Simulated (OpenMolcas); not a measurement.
# One shape, several levels: doublet BNH3OF+

Aim: a comparison of 6 runs (UHF/6-311+G**, UB3LYP/6-31G*, UBHLYP/6-311+G**, UBLYP/6-311+G**, UPBE0/6-311+G**, ROMP2/6-311+G**) of doublet BNH3OF+. 

Program for the calculation: OpenMolcas 26.06.

**1. The structure to begin with**

BNH3OF+: 7 atoms, total charge +1, spin state doublet. As SMILES of the parent species, `NB(O)F`. Geometry: relaxed at PBE0-D4/def2-TZVP. This is one conformer, not always the lowest. That shape belongs to the parent species and isn't relaxed for this state.

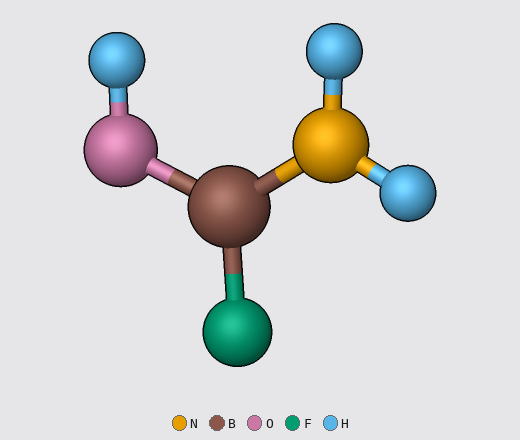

Viewed from a chosen angle; nitrogen amber, boron brown, oxygen pink, fluorine teal, hydrogen blue.

**2. The energy at UHF/6-311+G(d,p) (run 1)**

File calc.inp:

```
&GATEWAY
  BASLIB=$CurrDir
  COORD
  7
  angstrom
  N       -0.531800       0.753400      -0.032100
  B        0.039300      -0.505700      -0.288800
  O        1.106300      -1.044300       0.367000
  F       -0.494800      -1.258200      -1.256300
  H       -1.320400       1.081700      -0.559700
  H       -0.210100       1.394300       0.668500
  H        1.472700      -0.489200       1.055700
  BASIS=6-311pGss
  GROUP=NoSym

&SEWARD

&SCF
  UHF
  CHARGE=1
  SPIN=2
  THRESHOLDS=1e-10 1e-07 1e-07 1e-05
  PRORBITALS=1 1
```

The basis set 6-311+G** is read from a file made from the Basis Set Exchange's data (not shown).

Launch:

```sh
$ export MOLCAS_MEM=1860
$ pymolcas calc.inp > calc.log
```

Output:

```text
--- Start Module: gateway ---
[...]
--- Stop Module: gateway /rc=_RC_ALL_IS_WELL_ ---
--- Start Module: seward ---
[...]
      Basis functions          106
--- Stop Module: seward /rc=_RC_ALL_IS_WELL_ ---
[...]
--- Start Module: scf ---
[...]
       Convergence after  22 Iterations
[...]
::    Total SCF energy                               -255.0715733144
[...]
      Total spin, S                                     0.5052360689
[...]
      Total electronic charge=   31.000000
      Total            charge=    1.000000
[...]
      Dipole Moment (debye):
      Origin of the operator (angstrom)=    0.0194   -0.5334   -0.3245
                   X= -1.7340E+00               Y=  8.0363E+00               Z=  3.4166E+00           Total=  8.9029E+00
      Center of Charge (angstrom)
[...]
--- Stop Module: scf /rc=_RC_ALL_IS_WELL_ ---
[...]
```

It took 21 s on 1 thread of Intel Xeon Platinum 8259CL at 2.50GHz (Skylake/Cascade Lake), shared host; peak memory 0.61 GiB.

**3. A single-point energy at UB3LYP/6-31G(d) (Cartesian functions) (run 2)**

File mol.input:

```
* BFH3NO Kohn-Sham DFT

&GATEWAY
  BASLIB = $CurrDir
  COORD
  7
  angstrom
  N       -0.531800       0.753400      -0.032100
  B        0.039300      -0.505700      -0.288800
  O        1.106300      -1.044300       0.367000
  F       -0.494800      -1.258200      -1.256300
  H       -1.320400       1.081700      -0.559700
  H       -0.210100       1.394300       0.668500
  H        1.472700      -0.489200       1.055700
  BASIS = 6-31Gs
  GROUP = NoSym

&SEWARD
  GRIDINPUT
  Grid=UltraFine
  End of Grid

&SCF
  UHF
  CHARGE = 1
  SPIN = 2
  KSDFT = B3LYP
  THRESHOLDS = 1e-10 1e-07 1e-07 1e-05
  PRORBITALS = 1
```

The basis set 6-31G* is read from a file made from the Basis Set Exchange's data (not shown).

Launch:

```sh
$ export MOLCAS_MEM=1860
$ pymolcas mol.input > mol.log
```

Output:

```text
--- Start Module: gateway ---
[...]
--- Stop Module: gateway /rc=_RC_ALL_IS_WELL_ ---
--- Start Module: seward ---
[...]
      Basis functions           66
--- Stop Module: seward /rc=_RC_ALL_IS_WELL_ ---
[...]
--- Start Module: scf ---
[...]
       Convergence after  24 Iterations
[...]
::    Total KS-DFT energy                            -256.2378579487
[...]
      Total spin, S                                     0.5049447357
[...]
      Total electronic charge=   31.000000
      Total            charge=    1.000000
[...]
      Dipole Moment (debye):
      Origin of the operator (angstrom)=    0.0194   -0.5334   -0.3245
                   X= -6.6110E-01               Y=  6.5180E+00               Z=  3.4648E+00           Total=  7.4112E+00
      Center of Charge (angstrom)
[...]
--- Stop Module: scf /rc=_RC_ALL_IS_WELL_ ---
[...]
```

Wall time 49 s (1 thread of Intel Xeon Platinum 8259CL at 2.50GHz (Skylake/Cascade Lake), shared host); peak memory 0.41 GiB.

**4. A single-point energy at UBHLYP/6-311+G(d,p) (run 3)**

File geom.xyz:

```xyz
7

N     -0.531800     0.753400    -0.032100
B      0.039300    -0.505700    -0.288800
O      1.106300    -1.044300     0.367000
F     -0.494800    -1.258200    -1.256300
H     -1.320400     1.081700    -0.559700
H     -0.210100     1.394300     0.668500
H      1.472700    -0.489200     1.055700
```

File run.input:

```
>>> EXPORT MOLCAS_PRINT=2

&GATEWAY
 BASLIB
 $CurrDir
 COORD
 geom.xyz
 BASIS
 6-311pGss
 GROUP
 NoSym

&SEWARD
 GRIDINPUT
 Grid=UltraFine
 End of Grid

&SCF
 UHF
 CHARGE
 1
 SPIN
 2
 KSDFT
 HYB_GGA_XC_BHANDHLYP
 THRESHOLDS
 1e-10 1e-07 1e-07 1e-05
 PRORBITALS
 0
```

The basis set 6-311+G** is read from a file made from the Basis Set Exchange's data (not shown).

Launch:

```sh
$ export MOLCAS_MEM=1860
$ pymolcas run.input > run.log
```

Output:

```text
--- Start Module: gateway ---
[...]
--- Stop Module: gateway /rc=_RC_ALL_IS_WELL_ ---
--- Start Module: seward ---
[...]
      Basis functions          106
--- Stop Module: seward /rc=_RC_ALL_IS_WELL_ ---
[...]
--- Start Module: scf ---
[...]
       Convergence after  21 Iterations
[...]
::    Total KS-DFT energy                            -256.2067922492
[...]
      Total spin, S                                     0.5056127132
[...]
      Total electronic charge=   31.000000
      Total            charge=    1.000000
[...]
      Dipole Moment (debye):
      Origin of the operator (angstrom)=    0.0194   -0.5334   -0.3245
                   X= -1.2593E+00               Y=  7.4162E+00               Z=  3.4702E+00           Total=  8.2842E+00
      Center of Charge (angstrom)
[...]
--- Stop Module: scf /rc=_RC_ALL_IS_WELL_ ---
[...]
```

Wall time 89 s (1 thread of Intel Xeon Platinum 8259CL at 2.50GHz (Skylake/Cascade Lake), shared host); peak memory 0.61 GiB.

Runs 4 to 5 aren't shown in full; the table further down has their settings and results.

**5. A single-point energy at ROMP2/6-311+G(d,p) (run 6)**

File mol.xyz:

```xyz
7

N     -0.531800     0.753400    -0.032100
B      0.039300    -0.505700    -0.288800
O      1.106300    -1.044300     0.367000
F     -0.494800    -1.258200    -1.256300
H     -1.320400     1.081700    -0.559700
H     -0.210100     1.394300     0.668500
H      1.472700    -0.489200     1.055700
```

File test.inp:

```
&GATEWAY
  BasLib=$CurrDir
  Coord=mol.xyz
  Basis=6-311pGss
  Group=NoSym

&SEWARD

&SCF
  UHF
  Charge=1
  Spin=2
  Thresholds=1e-10 1e-07 1e-07 1e-05
  PrOrbitals=0

&RASSCF
  FileOrb=$Project.UnaOrb
  Spin=2
  Nactel=1 0 0
  Inactive=15
  Ras2=1
  OutOrbitals=Canonical
  OrbListing=Nothing

&CASPT2
  IPEA=0.0
  Frozen=4
```

The basis set 6-311+G** is read from a file made from the Basis Set Exchange's data (not shown).

Launch:

```sh
$ export MOLCAS_MEM=1860
$ pymolcas test.inp > test.log
```

Output:

```text
--- Start Module: gateway ---
[...]
--- Stop Module: gateway /rc=_RC_ALL_IS_WELL_ ---
[...]
      Basis functions          106
[...]
       Convergence after  22 Iterations
[...]
::    Total SCF energy                               -255.0715733144
[...]
      Total spin, S                                     0.5052360689
[...]
--- Start Module: rasscf ---
[...]
      Number of active orbitals                  1
[...]
      Spin quantum number                      0.5
[...]
      Active orbitals                            1
[...]
      Number of CSFs                             1
[...]
      Number of root(s) required                 1
[...]
      Convergence after  9 iterations
[...]
      printout of CI-coefficients larger than  0.05 for root  1
      energy=    -255.066827
      conf/sym  1     Coeff  Weight
             1  u   1.00000 1.00000
      Natural orbitals and occupation numbers for root  1
      sym 1:   1.000000
      ************************************************************************************************************************
      *                                                    Final results                                                     *
[...]
::    RASSCF root number  1 Total energy:   -255.06682662
[...]
      Total electronic charge=   31.000000
      Total            charge=    1.000000
[...]
      Dipole Moment (debye):
      Origin of the operator (angstrom)=    0.0194   -0.5334   -0.3245
                   X= -1.7668E+00               Y=  8.0670E+00               Z=  3.4054E+00           Total=  8.9328E+00
      Center of Charge (angstrom)
[...]
--- Stop Module: rasscf /rc=_RC_ALL_IS_WELL_ ---
[...]
--- Start Module: caspt2 ---
[...]
      E2 (Variational):          -0.6433842136
      Total energy:            -255.7102108326
[...]
      Reference weight:           0.86184
[...]
::    CASPT2 Root  1     Total energy:   -255.71021083
[...]
```

Wall time 34 s (1 thread of Intel Xeon Platinum 8259CL at 2.50GHz (Skylake/Cascade Lake), shared host); peak memory 0.61 GiB.

**6. Overview of the runs**

```
run                                level  Cartesian functions  integration grid  energy (Eh)  HOMO energy (eV)  LUMO energy (eV)   ⟨S²⟩  wall time
  1                        UHF/6-311+G**                   no                 –  -255.071573            -20.28             -8.08  0.760       21 s
  2  UB3LYP/6-31G* (Cartesian functions)                  yes         UltraFine  -256.237858            -15.93            -13.45  0.760       49 s
  3                     UBHLYP/6-311+G**                   no         UltraFine  -256.206792            -17.73            -12.08  0.761       89 s
  4                      UBLYP/6-311+G**                   no         UltraFine  -256.285547            -15.16            -14.35  0.755    1.7 min
  5                      UPBE0/6-311+G**                   no         UltraFine  -256.047255            -16.45            -13.31  0.761       82 s
  6                      ROMP2/6-311+G**                   no                 –  -255.710211                 –                 –      –       34 s
```

**7. Summary of results**

| quantity | value |
| --- | --- |
| run 6: total energy | -255.71021 Eh |

In words: Totals of different functionals can't be ranked against each other. All runs together took 6.3 min, the longest 1.7 min.
